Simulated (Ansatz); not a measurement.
# AlFH4O3 + H2: a complex and its separated parts, part 2 of 2

Ansatz 0.2.0, Gaussian basis. Earlier steps stand in the parts before.

### 13 CAM-B3LYP-D4/def2-TZVPP

The inputs:

parta/in.yaml

```yaml
crystal:
  periodic: [false, false, false]
  atoms:
    - {symbol: Al, position_ang: [0.062630, 0.042060, 0.219753]}
    - {symbol: O, position_ang: [-0.143595, 0.945668, -1.223073]}
    - {symbol: O, position_ang: [-1.327300, -0.636631, 0.922884]}
    - {symbol: H, position_ang: [1.537083, 1.614172, 1.425666]}
    - {symbol: O, position_ang: [0.612619, 1.673399, 1.155925]}
    - {symbol: F, position_ang: [1.513997, -0.743418, 0.477715]}
    - {symbol: H, position_ang: [-0.831099, 0.758665, -1.857754]}
    - {symbol: H, position_ang: [-1.278123, -1.364651, 1.538380]}
    - {symbol: H, position_ang: [0.545068, 2.340527, 0.456551]}
basis:
  gaussian: {orbitals: def2-TZVPP}
hamiltonian: {xc: {name: CAM-B3LYP}, dispersion: d4}
```

partb/in.yaml

```yaml
crystal:
  periodic: [false, false, false]
  atoms:
    - {symbol: H, position_ang: [-0.681570, -2.322787, -1.396078]}
    - {symbol: H, position_ang: [-0.009612, -2.307006, -1.720069]}
basis:
  gaussian: {orbitals: def2-TZVPP}
hamiltonian: {xc: {name: CAM-B3LYP}, dispersion: d4}
```

Each run has its own folder and the same command.

The run is started by

```
> ansatz run in.yaml --threads 8 --pin off --events-out ev --progress --plain --max-ram 19148MiB
```

parta printed, cut to the lines that bear on the results:

```text
Functional definition: CAM-B3LYP
  name "CAM-B3LYP"
  cite "Yanai, Tew & Handy, Chem. Phys. Lett. 393, 51 (2004) doi:10.1016/j.cplett.2004.06.011"
  cite "Iikura, Tsuneda, Yanai & Hirao, J. Chem. Phys. 115, 3540 (2001) doi:10.1063/1.1383587"
  cite "Becke, Phys. Rev. A 38, 3098 (1988) doi:10.1103/PhysRevA.38.3098"
  cite "Lee, Yang & Parr, Phys. Rev. B 37, 785 (1988) doi:10.1103/PhysRevB.37.785"
[...]
  # Exact exchange under (alpha + beta erf(omega r))/r, Becke's under what is left of 1/r.
[...]
1133 factors; their error is unknown
273 factors; integrals over basis functions are off by at most 1.1e-5 eV
[...]
mean field -15528.73564059 eV, -570.6705090367 hartree, gradient 1.8e-5 eV, S^2 0.000000; 0 other end points of the search recorded, 0 dependent functions left out
reference -15528.73576287 eV, -570.6705135302 hartree; 25, 25 occupied and 197, 197 virtual orbitals, 1133 factors
Total energy: -15528.85667181 eV, -570.6749568521 hartree
```

Log of partb, cut to the lines that bear on the results:

```text
[... 6 set-up lines as earlier in the session ...]
[...]
  # Exact exchange under (alpha + beta erf(omega r))/r, Becke's under what is left of 1/r.
[...]
118 factors; their error is unknown
42 factors; integrals over basis functions are off by at most 6.3e-5 eV
[...]
mean field -31.88030440 eV, -1.1715795774 hartree, gradient 6.4e-5 eV, S^2 0.000000; 0 other end points of the search recorded, 0 dependent functions left out
reference -31.88037434 eV, -1.1715821476 hartree; 1, 1 occupied and 27, 27 virtual orbitals, 118 factors
Total energy: -31.88188774 eV, -1.1716377640 hartree
```

Times: 1.1 s (parta), 0.1 s (partb) on 8 threads of Arm Neoverse V2, shared host.

### 14 wB97X-V/def2-TZVPP

Each input of step 13 (parta, partb) changes in the same lines:

```diff
-hamiltonian: {xc: {name: CAM-B3LYP}, dispersion: d4}
+hamiltonian: {xc: {name: wB97X-V}}
```

One command serves all of them, each in its own folder.

The run is started by

```
> ansatz run in.yaml --threads 8 --pin off --events-out ev --progress --plain --max-ram 19148MiB
```

Output in parta, cut to the lines that bear on the results:

```text
Functional definition: wB97X-V
  name "wB97X-V"
  cite "Mardirossian & Head-Gordon, Phys. Chem. Chem. Phys. 16, 9904 (2014) doi:10.1039/C3CP54374A"
[... 2 set-up lines as earlier in the session ...]
[...]
      + integral(e_c_pw_opposite_spin*poly(b97_u_opposite, cos0, cos1)) + vv10(b, c)
1133 factors; their error is unknown
255 factors; integrals over basis functions are off by at most 7.3e-6 eV
[...]
mean field -15526.68832809 eV, -570.5952716899 hartree, gradient 3.2e-5 eV, S^2 0.000000; 0 other end points of the search recorded, 0 dependent functions left out
reference -15526.68832601 eV, -570.5952716136 hartree; 25, 25 occupied and 197, 197 virtual orbitals, 1133 factors
Total energy: -15526.68832601 eV, -570.5952716136 hartree
```

partb printed, cut to the lines that bear on the results:

```text
[... 5 set-up lines as earlier in the session ...]
[...]
      + integral(e_c_pw_opposite_spin*poly(b97_u_opposite, cos0, cos1)) + vv10(b, c)
118 factors; their error is unknown
42 factors; integrals over basis functions are off by at most 3.0e-5 eV
[...]
mean field -31.90860160 eV, -1.1726194803 hartree, gradient 8.8e-5 eV, S^2 0.000000; 0 other end points of the search recorded, 0 dependent functions left out
reference -31.90860060 eV, -1.1726194435 hartree; 1, 1 occupied and 27, 27 virtual orbitals, 118 factors
Total energy: -31.90860060 eV, -1.1726194435 hartree
```

They took 2.4 s (parta), 0.15 s (partb) on 8 threads of Arm Neoverse V2, shared host.

### 15 wB97M-V/def2-TZVPP

Each input of step 14 (parta, partb) changes in the same lines:

```diff
-hamiltonian: {xc: {name: wB97X-V}}
+hamiltonian: {xc: {name: wB97M-V}}
```

One command serves all of them, each in its own folder.

The run is started by

```
> ansatz run in.yaml --threads 8 --pin off --events-out ev --progress --plain --max-ram 19148MiB
```

Log of parta, cut to the lines that bear on the results:

```text
Functional definition: wB97M-V
  name "wB97M-V"
  cite "Mardirossian & Head-Gordon, J. Chem. Phys. 144, 214110 (2016) doi:10.1063/1.4952647"
[... 2 set-up lines as earlier in the session ...]
  # Of w^i u^j: cxij and so on, Table III.
[...]
  gx(w, u) = 1 - cx + cx01*u + cx10*w
[...]
      + integral(e_c_pw_mod_opposite_spin*gos(b97_w_opposite, b97_u_opposite)) + vv10(b, c)
1117 factors; their error is unknown
255 factors; integrals over basis functions are off by at most 7.3e-6 eV
[...]
mean field -15528.01730572 eV, -570.6441107171 hartree, gradient 6.1e-5 eV, S^2 0.000000; 0 other end points of the search recorded, 0 dependent functions left out
reference -15528.01735677 eV, -570.6441125930 hartree; 25, 25 occupied and 197, 197 virtual orbitals, 1117 factors
Total energy: -15528.01735677 eV, -570.6441125930 hartree
```

partb printed, cut to the lines that bear on the results:

```text
[... 5 set-up lines as earlier in the session ...]
  # Of w^i u^j: cxij and so on, Table III.
[...]
  gx(w, u) = 1 - cx + cx01*u + cx10*w
[...]
      + integral(e_c_pw_mod_opposite_spin*gos(b97_w_opposite, b97_u_opposite)) + vv10(b, c)
118 factors; their error is unknown
42 factors; integrals over basis functions are off by at most 3.0e-5 eV
[...]
mean field -31.60111810 eV, -1.1613196703 hartree, gradient 7.3e-6 eV, S^2 0.000000; 0 other end points of the search recorded, 0 dependent functions left out
reference -31.60114236 eV, -1.1613205617 hartree; 1, 1 occupied and 27, 27 virtual orbitals, 118 factors
Total energy: -31.60114236 eV, -1.1613205617 hartree
```

Wall times: 2.9 s (parta), 0.15 s (partb) on 8 threads of Arm Neoverse V2, shared host.

### 16 B2PLYP/def2-TZVPP

Each input of step 15 (parta, partb) changes in the same lines:

```diff
-hamiltonian: {xc: {name: wB97M-V}}
+hamiltonian: {xc: {name: B2PLYP}}
```

Each run has its own folder and the same command.

The run is started by

```
> ansatz run in.yaml --threads 8 --pin off --events-out ev --progress --plain --max-ram 19148MiB
```

parta printed, cut to the lines that bear on the results:

```text
Functional definition: B2PLYP
  name "B2PLYP"
  cite "Grimme, J. Chem. Phys. 124, 034108 (2006) doi:10.1063/1.2148954"
[... 2 set-up lines as earlier in the session ...]
[...]
1382 factors; integrals over basis functions are off by at most 1.0e-3 eV
[...]
mean field -15513.19887360 eV, -570.0995433810 hartree, gradient 8.2e-6 eV, S^2 0.000000; 0 other end points of the search recorded, 0 dependent functions left out
9 core orbitals not correlated: weight in the atoms' cores, before any rotation towards them, 1.000 or more for the frozen orbitals, at most 0.000 for the correlated occupied ones
reference -15513.19902727 eV, -570.0995490283 hartree; 16, 16 occupied and 197, 197 virtual orbitals, 1382 factors
second order -34.76472605 eV of doubles, -0.00000000 eV of singles
Total energy: -15522.58550331 eV, -570.4444956601 hartree
```

partb printed, cut to the lines that bear on the results:

```text
[... 5 set-up lines as earlier in the session ...]
[...]
145 factors; integrals over basis functions are off by at most 7.3e-4 eV
[...]
mean field -31.55849634 eV, -1.1597533493 hartree, gradient 1.0e-6 eV, S^2 0.000000; 0 other end points of the search recorded, 0 dependent functions left out
reference -31.55858575 eV, -1.1597566352 hartree; 1, 1 occupied and 27, 27 virtual orbitals, 145 factors
second order -1.02366072 eV of doubles, -0.00000000 eV of singles
Total energy: -31.83497415 eV, -1.1699137214 hartree
```

Wall times: 1.8 s (parta), 0.1 s (partb) on 8 threads of Arm Neoverse V2, shared host.

### 17 PBE-QIDH/def2-TZVPP

The same edit goes into each in.yaml of step 16 (parta, partb):

```diff
-hamiltonian: {xc: {name: B2PLYP}}
+hamiltonian: {xc: {name: PBE-QIDH}}
```

Each run has its own folder and the same command.

The run is started by

```
> ansatz run in.yaml --threads 8 --pin off --events-out ev --progress --plain --max-ram 19148MiB
```

Log of parta, cut to the lines that bear on the results:

```text
Functional definition: PBE-QIDH
  name "PBE-QIDH"
  cite "Brémond, Sancho-García, Pérez-Jiménez & Adamo, J. Chem. Phys. 141, 031101 (2014) doi:10.1063/1.4890314"
[... 1 set-up line as earlier in the session ...]
[...]
1382 factors; integrals over basis functions are off by at most 1.0e-3 eV
[...]
mean field -15504.49899190 eV, -569.7798286253 hartree, gradient 3.5e-6 eV, S^2 0.000000; 0 other end points of the search recorded, 0 dependent functions left out
9 core orbitals not correlated: weight in the atoms' cores, before any rotation towards them, 1.000 or more for the frozen orbitals, at most 0.000 for the correlated occupied ones
reference -15504.49900388 eV, -569.7798290659 hartree; 16, 16 occupied and 197, 197 virtual orbitals, 1382 factors
second order -32.41496903 eV of doubles, -0.00000000 eV of singles
Total energy: -15515.30399356 eV, -570.1769051126 hartree
```

partb printed, cut to the lines that bear on the results:

```text
[... 4 set-up lines as earlier in the session ...]
[...]
145 factors; integrals over basis functions are off by at most 7.3e-4 eV
[...]
mean field -31.52725610 eV, -1.1586052919 hartree, gradient 1.4e-6 eV, S^2 0.000000; 0 other end points of the search recorded, 0 dependent functions left out
reference -31.52726252 eV, -1.1586055278 hartree; 1, 1 occupied and 27, 27 virtual orbitals, 145 factors
second order -0.95920306 eV of doubles, -0.00000000 eV of singles
Total energy: -31.84699688 eV, -1.1703555486 hartree
```

Times: 1.9 s (parta), 0.1 s (partb) on 8 threads of Arm Neoverse V2, shared host.

### 18 RPA on PBE/def2-TZVPP

Each input of step 17 (parta, partb) changes in the same lines:

```diff
-hamiltonian: {xc: {name: PBE-QIDH}}
+hamiltonian: {xc: pbe}
+correlation: {method: rpa}
```

Each run has its own folder and the same command.

The run is started by

```
> ansatz run in.yaml --threads 8 --pin off --events-out ev --progress --plain --max-ram 19148MiB
```

parta printed, cut to the lines that bear on the results:

```text
[... 4 set-up lines as earlier in the session ...]
[...]
1382 factors; integrals over basis functions are off by at most 1.0e-3 eV
[...]
mean field -15517.86454000 eV, -570.2710034587 hartree, gradient 2.2e-6 eV, S^2 0.000000; 0 other end points of the search recorded, 0 dependent functions left out
9 core orbitals not correlated: weight in the atoms' cores, before any rotation towards them, 1.000 or more for the frozen orbitals, at most 0.000 for the correlated occupied ones
reference -15472.91932152 eV, -568.6192971444 hartree; 16, 16 occupied and 197, 197 virtual orbitals, 1382 factors
Total energy: -15517.05290860 eV, -570.2411765550 hartree
```

Output in partb, cut to the lines that bear on the results:

```text
[... 4 set-up lines as earlier in the session ...]
[...]
145 factors; integrals over basis functions are off by at most 7.3e-4 eV
[...]
mean field -31.73221469 eV, -1.1661373809 hartree, gradient 1.4e-6 eV, S^2 0.000000; 0 other end points of the search recorded, 0 dependent functions left out
reference -30.80640778 eV, -1.1321146047 hartree; 1, 1 occupied and 27, 27 virtual orbitals, 145 factors
Total energy: -32.86230570 eV, -1.2076674597 hartree
```

They took 2 s (parta), 0.1 s (partb) on 8 threads of Arm Neoverse V2, shared host.

### 19 CCSD(T)/def2-TZVPP

Each input of step 18 (parta, partb) changes in the same lines:

```diff
-hamiltonian: {xc: pbe}
-correlation: {method: rpa}
+correlation: {method: ccsd_t}
```

The same command starts each run, in its folder.

The run is started by

```
> ansatz run in.yaml --threads 8 --pin off --events-out ev --progress --plain --max-ram 19148MiB
```

Output in parta, cut to the lines that bear on the results:

```text
Functional definition: HF
  name "HF"
  cite "Fock, Z. Phys. 61, 126 (1930) doi:10.1007/BF01340294"
[... 1 set-up line as earlier in the session ...]
[...]
1382 factors; integrals over basis functions are off by at most 1.0e-3 eV
[...]
mean field -15474.48418540 eV, -568.6768048314 hartree, gradient 2.8e-6 eV, S^2 0.000000; 0 other end points of the search recorded, 0 dependent functions left out
9 core orbitals not correlated: weight in the atoms' cores, before any rotation towards them, 1.000 or more for the frozen orbitals, at most 0.000 for the correlated occupied ones
reference -15474.48418540 eV, -568.6768048314 hartree; 16, 16 occupied and 197, 197 virtual orbitals, 1382 factors
second order -29.21580737 eV of doubles, -0.00000000 eV of singles
cycle   1  -28.83072728 eV  change    3.9e-1 eV  update   1.0e-1
[...]
cycle   9  -29.48335227 eV  change    7.0e-6 eV  update   1.5e-5
perturbative correction -0.91709262 eV, -0.0337025321 hartree
Total energy: -15504.88463029 eV, -569.7940005748 hartree
```

Output in partb, cut to the lines that bear on the results:

```text
[... 4 set-up lines as earlier in the session ...]
[...]
145 factors; integrals over basis functions are off by at most 7.3e-4 eV
[...]
mean field -30.82771125 eV, -1.1328974927 hartree, gradient 4.3e-7 eV, S^2 0.000000; 0 other end points of the search recorded, 0 dependent functions left out
reference -30.82771125 eV, -1.1328974927 hartree; 1, 1 occupied and 27, 27 virtual orbitals, 145 factors
second order -0.86257338 eV of doubles, -0.00000000 eV of singles
cycle   1  -1.00722751 eV  change   -1.4e-1 eV  update   2.6e-2
[...]
cycle   7  -1.07307449 eV  change    5.9e-7 eV  update   4.1e-7
perturbative correction 0.00000000 eV, 0.0000000000 hartree
Total energy: -31.90078574 eV, -1.1723322527 hartree
```

Wall times: 45 s (parta), 0.1 s (partb) on 8 threads of Arm Neoverse V2, shared host; peak memory 3.8 GiB.

### 20 Vibrations of AlFH4O3

vib-parta/in.yaml

```yaml
crystal:
  periodic: [false, false, false]
  atoms:
    - {symbol: Al, position_ang: [0.062630, 0.042060, 0.219753]}
    - {symbol: O, position_ang: [-0.143595, 0.945668, -1.223073]}
    - {symbol: O, position_ang: [-1.327300, -0.636631, 0.922884]}
    - {symbol: H, position_ang: [1.537083, 1.614172, 1.425666]}
    - {symbol: O, position_ang: [0.612619, 1.673399, 1.155925]}
    - {symbol: F, position_ang: [1.513997, -0.743418, 0.477715]}
    - {symbol: H, position_ang: [-0.831099, 0.758665, -1.857754]}
    - {symbol: H, position_ang: [-1.278123, -1.364651, 1.538380]}
    - {symbol: H, position_ang: [0.545068, 2.340527, 0.456551]}
basis:
  gaussian: {orbitals: def2-TZVP}
hamiltonian: {xc: pbe0, dispersion: d4}
phonons: {temperatures: {t_min: 298.15, t_max: 900, t_step: 200}}
```

The run is started by

```
> ansatz run in.yaml --threads 8 --pin off --events-out ev --progress --plain --max-ram 19148MiB
```

The log of the run, cut to the lines that bear on the results:

```text
[... 5 set-up lines as earlier in the session ...]
[...]
1064 factors; their error is unknown
[...]
mean field -15518.34506439 eV, -570.2886624043 hartree, gradient 5.0e-5 eV, S^2 0.000000; 0 other end points of the search recorded, 0 dependent functions left out
[...]
Atom 7 at    -1.278123    -1.364651     1.538380 Å, force    -0.000652     0.000463     0.000123 eV/Å
Atom 8 at     0.545068     2.340527     0.456551 Å, force     0.000568     0.000298     0.000385 eV/Å
Dipole moment:     0.176289     0.540541     0.213879 e Å
Vibrations: 139.64 148.28 201.91 228.95 238.94 286.00 291.41 309.19 442.37 580.83 640.39 661.01 689.34 707.42 880.03 905.21 1614.65 3758.88 3868.47 3974.04 3980.33 cm⁻¹, zero-point energy 1.521737 eV
```

Run time: 42 s. Hardware: 8 threads of Arm Neoverse V2, shared host.

Wavenumbers and character of the modes:

| mode | wavenumber (cm⁻¹) | character |
| --- | --- | --- |
| 1 | 140 | bend |
| 2 | 148 | bend |
| 3 | 202 | torsion with bend |
| 4 | 229 | torsion |
| 5 | 239 | bend with torsion |
| 6 | 286 | torsion |
| 7 | 291 | torsion |
| 8 | 309 | torsion |
| 9 | 442 | Al–O stretch |
| 10 | 581 | bend with torsion |
| 11 | 640 | bend |
| 12 | 661 | bend with Al–O stretch |
| 13 | 689 | bend |
| 14 | 707 | bend with Al–O stretch |
| 15 | 880 | Al–F and Al–O stretch |
| 16 | 905 | Al–O stretch |
| 17 | 1615 | bend |
| 18 | 3759 | O–H stretch |
| 19 | 3868 | O–H stretch |
| 20 | 3974 | O–H stretch |
| 21 | 3980 | O–H stretch |

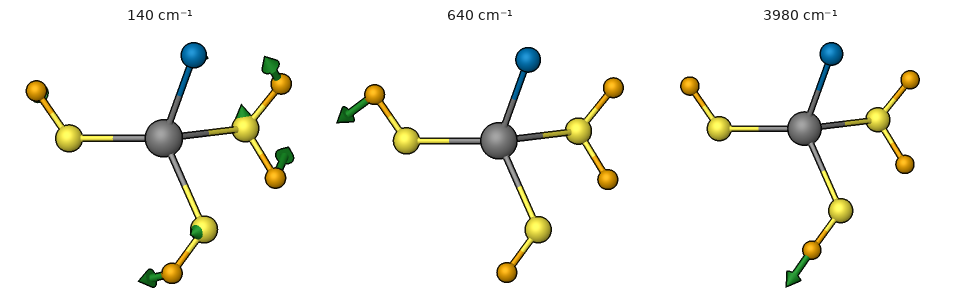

How the atoms move in 3 of the modes.

Vibrational sums (real modes only):

| T (K) | entropy (J/mol/K) | heat capacity (J/mol/K) |
| --- | --- | --- |
| 298 | 77.8 | 89.2 |
| 498 | 130.3 | 113.9 |
| 698 | 170.8 | 125.6 |
| 898 | 203.4 | 133.1 |

### 21 Vibrations of H2

vib-partb/in.yaml

```yaml
crystal:
  periodic: [false, false, false]
  atoms:
    - {symbol: H, position_ang: [-0.681570, -2.322787, -1.396078]}
    - {symbol: H, position_ang: [-0.009612, -2.307006, -1.720069]}
basis:
  gaussian: {orbitals: def2-TZVP}
hamiltonian: {xc: pbe0, dispersion: d4}
phonons: {temperatures: {t_min: 298.15, t_max: 900, t_step: 200}}
```

The run is started by

```
> ansatz run in.yaml --threads 8 --pin off --events-out ev --progress --plain --max-ram 19148MiB
```

The log of the run, cut to the lines that bear on the results:

```text
[... 5 set-up lines as earlier in the session ...]
[...]
88 factors; their error is unknown
[...]
mean field -31.78865272 eV, -1.1682114403 hartree, gradient 1.8e-5 eV, S^2 0.000000; 0 other end points of the search recorded, 0 dependent functions left out
[...]
reference -31.78855208 eV, -1.1682077417 hartree; 1, 1 occupied and 11, 11 virtual orbitals, 88 factors
Total energy: -31.79027514 eV, -1.1682710630 hartree
Atom 0 at    -0.681570    -2.322787    -1.396078 Å, force     0.001234     0.000029    -0.000595 eV/Å
Atom 1 at    -0.009612    -2.307006    -1.720069 Å, force    -0.001234    -0.000029     0.000595 eV/Å
Dipole moment:     0.000000     0.000000    -0.000000 e Å
Vibrations: 4414.54 cm⁻¹, zero-point energy 0.273666 eV
```

Wall time 0.15 s (8 threads of Arm Neoverse V2, shared host).

The modes, with what each moves most:

| mode | wavenumber (cm⁻¹) | character |
| --- | --- | --- |
| 1 | 4415 | H–H stretch |

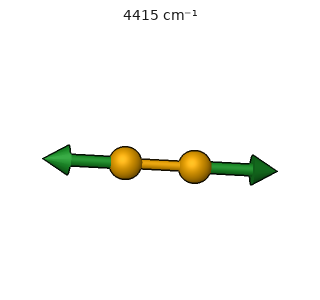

How the atoms move in 1 of the modes.

Vibrational sums (real modes only):

| T (K) | entropy (J/mol/K) | heat capacity (J/mol/K) |
| --- | --- | --- |
| 298 | 0.0 | 0.0 |
| 498 | 0.0 | 0.0 |
| 698 | 0.0 | 0.1 |
| 898 | 0.1 | 0.4 |

### 22 Complex less separated parts

The complex's own energies come from single points at the same levels.

Rows are in def2-TZVPP; times add the 3 runs of a level on a shared host, so small differences are noise.

Differences are taken before rounding.

| method | rung | complex less parts (kcal/mol) | from CCSD(T) (kcal/mol) | time |
| --- | --- | --- | --- | --- |
| SPW92 | LDA | -2.24 | -1.53 | 1.2 s |
| PBE-D4 | GGA | -1.15 | -0.44 | 1.8 s |
| BLYP-D4 | GGA | -0.54 | +0.17 | 1.8 s |
| r2SCAN-D4 | meta-GGA | -0.95 | -0.24 | 3.5 s |
| B97M-V | meta-GGA | -0.99 | -0.28 | 7 s |
| PBE0-D4 | hybrid | -1.06 | -0.35 | 2.4 s |
| B3LYP-D4 | hybrid | -0.72 | -0.01 | 2.2 s |
| r2SCAN0-D4 | hybrid | -1.00 | -0.30 | 3.8 s |
| BHLYP-D4 | hybrid | -0.87 | -0.16 | 2.2 s |
| CAM-B3LYP-D4 | range-separated hybrid | -0.88 | -0.18 | 2.6 s |
| wB97X-V | range-separated hybrid | -1.03 | -0.32 | 5.7 s |
| wB97M-V | range-separated hybrid | -1.03 | -0.33 | 6.7 s |
| B2PLYP | double hybrid | -0.17 | +0.53 | 4.2 s |
| PBE-QIDH | double hybrid | -0.60 | +0.10 | 4.3 s |
| RPA on PBE | RPA | -0.45 | +0.25 | 4.8 s |
| Hartree-Fock | wavefunction | 0.41 | +1.11 |  |
| MP2 | wavefunction | -0.57 | +0.13 |  |
| CCSD | wavefunction | -0.56 | +0.15 |  |
| CCSD(T) | wavefunction | -0.71 | 0 | 2.1 min |

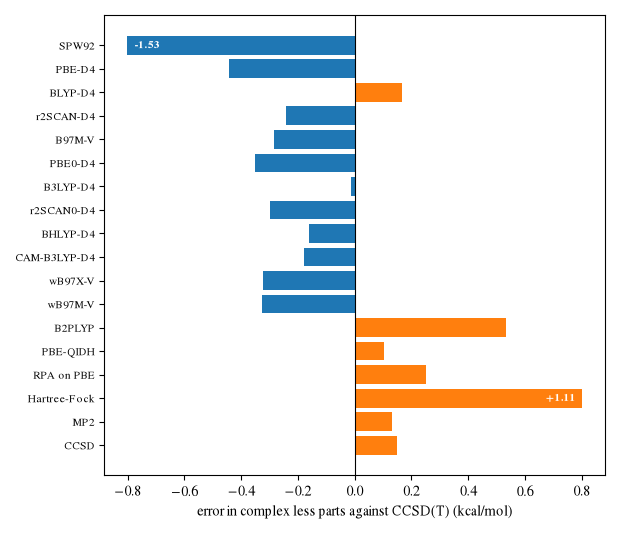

Deviations from CCSD(T), method by method. Bars with a number in them are cut short.

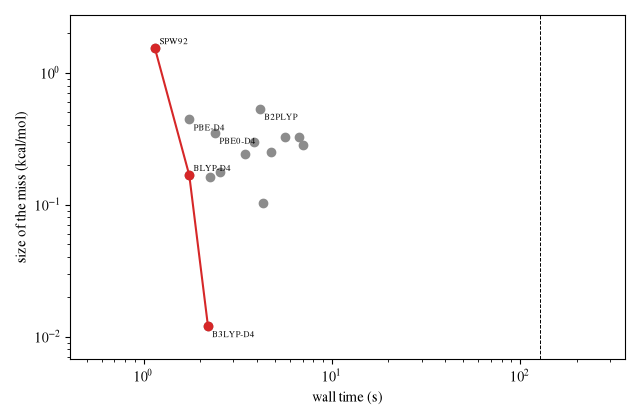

Miss against cost. Red marks the levels that no quicker level drawn beats (of those quicker than the yardstick), and the dashed line is the time of CCSD(T). Only those levels and the largest misses are named. Times are from a shared host.

B3LYP-D4 reaches 0.01 kcal/mol from the reference in 2.2 s, where CCSD(T) took 2.1 min; the quickest level in the cost chart, SPW92, takes 1.2 s and misses by 1.53 kcal/mol.

The complex's zero-point energy, from a separate PBE0-D4 run, is 1.842 eV.

### 23 Results

This closing draws on all 2 parts.

| quantity | value |
| --- | --- |
| complex less parts, CCSD(T)/def2-TZVPP | -0.71 kcal/mol |
| with zero-point energy | +0.37 kcal/mol |
| largest T1 diagnostic | 0.011 |

At CCSD(T) the complex lies 0.71 kcal/mol below its parts. B3LYP-D4 is the best functional here (-0.01 kcal/mol from CCSD(T)); SPW92 is the worst (-1.53 kcal/mol). By rung, the mean size of the error is: LDA 1.53, GGA 0.31, meta-GGA 0.26, hybrid 0.21, range-separated hybrid 0.28, double hybrid 0.32 kcal/mol. The double hybrids carry no dispersion term here, unlike the levels marked D4 or V. PBE-D4 gives a relative energy 0.44 kcal/mol too low, an error of 63 % of the reference. No counterpoise was applied, and triple zeta lacks some correlation, so the CCSD(T) reference has a basis error of its own, and close matches with it are partly luck.
